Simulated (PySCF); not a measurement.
**C5H8, charge +1, doublet, SMILES `[CH2][CH+]CC=C`: what the electrons do**

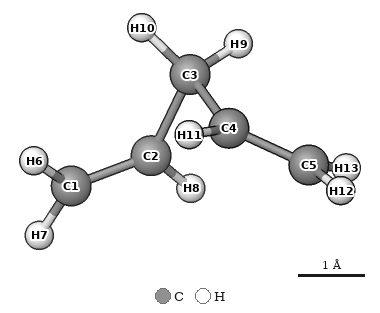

The molecule, with its atoms numbered as below. No frequency check shows the geometry to be a minimum.

Geometry (Å), atoms numbered from 1:

```
C1       1.9260   -0.5219   -0.1751
C2       0.9156    0.0044    0.5364
C3      -0.0008    1.0641    0.0001
C4      -0.9153    0.0044   -0.5363
C5      -1.9256   -0.5223    0.1750
H6       2.0535   -0.3470   -1.2338
H7       2.6953   -1.1111    0.3034
H8       0.7311   -0.3026    1.5579
H9      -0.4435    1.6752    0.7812
H10      0.4435    1.6755   -0.7808
H11     -0.7307   -0.3024   -1.5580
H12     -2.6948   -1.1116   -0.3036
H13     -2.0531   -0.3478    1.2338
```

## 1. Bonding charge

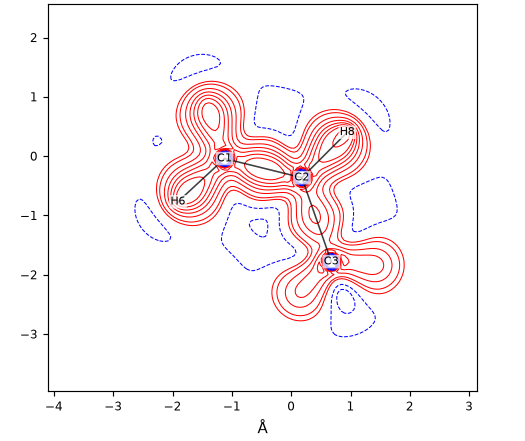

Deformation density (molecule less spherical, spin-averaged free atoms) in the plane of C1, C2, C3, H6 and H8; contours at ±0.05 to ±0.8 e/Å³; solid red lines: gain, dashed blue lines: loss.

PySCF calculation, B3LYP/def2-SVPD, gas phase; geometry: GFN2-xTB. The stability of the open-shell solution wasn't checked. GFN2-xTB doesn't know the spin state, so this open-shell geometry is rough.

**How much density has each bond in this plane gained at its critical point, relative to the free atoms?**

C2–H8: +0.78 e/Å³ at the bond critical point (bond length 1.08 Å). C1–H6: +0.77 e/Å³ at the bond critical point (bond length 1.08 Å). C1–C2: +0.73 e/Å³ at the bond critical point (bond length 1.34 Å). C2–C3: +0.42 e/Å³ at the bond critical point (bond length 1.50 Å). In all, 2.7 electrons gather in the regions of gain relative to the promolecule of neutral atoms (the regions of loss give up this much and the cation's charge besides).

## 2. Bond critical points

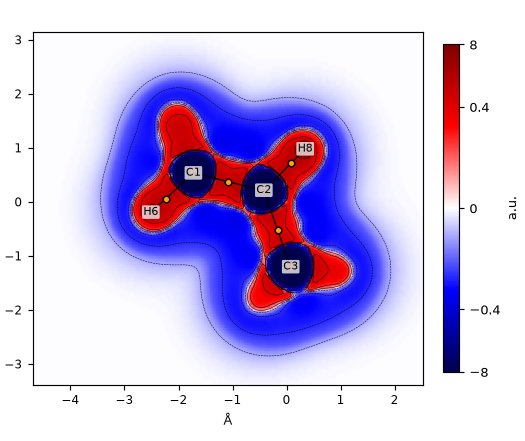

Negative Laplacian of the density (−∇²ρ) in the plane of C1, C2, C3, H6 and H8 (red positive, blue negative, colour scale in a.u., logarithmic beyond ±0.04), with bond paths and bond critical points (dots).

**At which bond critical points in this plane is charge locally concentrated, and at which depleted?**

Concentrated (∇²ρ < 0): C1–C2 (−0.96 a.u.); C2–H8 (−1.18 a.u.); C1–H6 (−1.17 a.u.); C2–C3 (−0.56 a.u.). At none is it depleted.

**Where along C2–H8 does the critical point lie?**

0.71 Å from C2 and 0.37 Å from H8.

## 3. Local ionisation energy

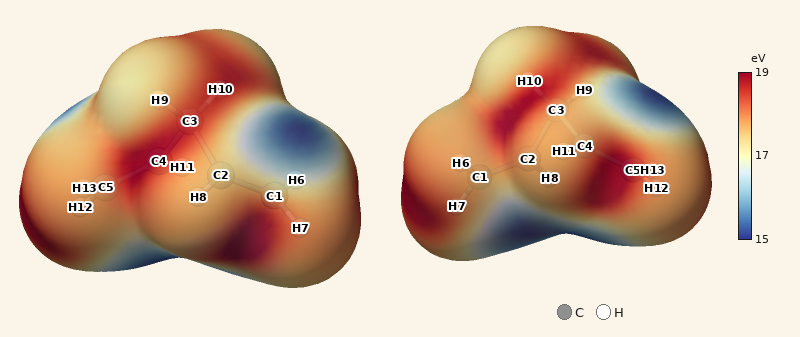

Average local ionisation energy on the surface of electron density 0.001 a.u. (back view left, front view right).

**Where are the most loosely bound electrons on this surface?**

The lowest value is 15.1 eV, off the C4–C5 bond (2.1 Å from its atoms), and at like points elsewhere. Further minima include 17.1 eV, 1.3 Å from H10, and at like points elsewhere. For comparison, the highest occupied orbital lies at −12.7 eV.

**What volume does the surface enclose?**

About 110 Å³.

## 4. Spin density

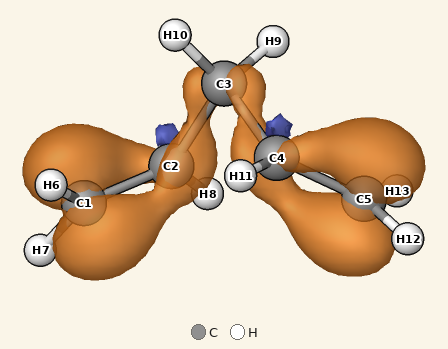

Spin density ρα − ρβ at ±0.05 e/Å³ (orange: excess α, blue: excess β).

**How is the spin shared among the atoms?**

Hirshfeld spin populations: C1 and C5 +0.33, C2 and C4 +0.10 and C3 +0.05. ⟨S²⟩ = 0.77, against 0.75 for a pure state.

## 5. In an electric field

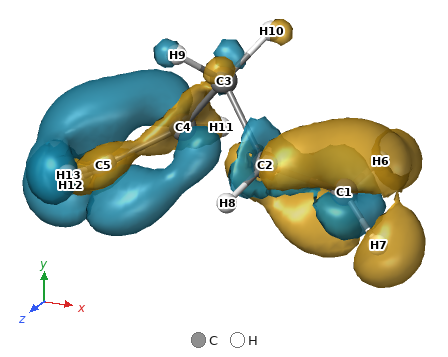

Change of the electron density in a uniform field of 0.41 V/Å, surfaces at ±0.006 e/Å³ (yellow: gain, teal: loss).

Computed with PySCF, B3LYP/def2-SVPD, geometry: GFN2-xTB. The stability of the open-shell solution wasn't checked. GFN2-xTB doesn't know the spin state, so this open-shell geometry is rough.

**Along which Cartesian direction does the field point?**

Along −x: electrons gather on the +x side, against the field.

**What dipole is induced, and what polarisability does it imply?**

The induced dipole is 2.12 D (along the field); α along this axis, from the fields in both directions, is 104 bohr³ (15.4 Å³).

**Which atoms gain and lose the most charge?**

Electrons gather most on C1 (Hirshfeld charge changes by −0.039 e) and leave C5 most (+0.038 e); 0.146 electrons are displaced in all.

## 6. Removing or adding an electron

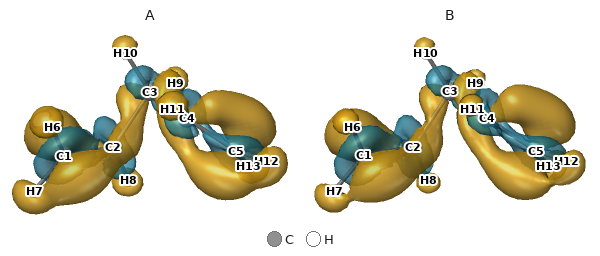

The two Fukui functions at ±0.03 e/Å³ (yellow positive, teal negative).

Level of theory: ωB97X/6-311+G** (PySCF), at a geometry from GFN2-xTB. GFN2-xTB doesn't know the spin state, so this open-shell geometry is rough.

**Why do the two look alike?**

The electron leaves from or enters the same singly occupied orbital. A is f⁻, B is f⁺. f⁻ (Hirshfeld-condensed) is largest on C1 and C5 (0.19 each); the vertical ionisation energy is 15.15 eV (to the singlet dication, which needn't be its lowest state). f⁺ (Hirshfeld-condensed) is largest on C1 and C5 (0.18 each); the vertical electron affinity is 8.19 eV (to the singlet neutral species, which needn't be its lowest state).
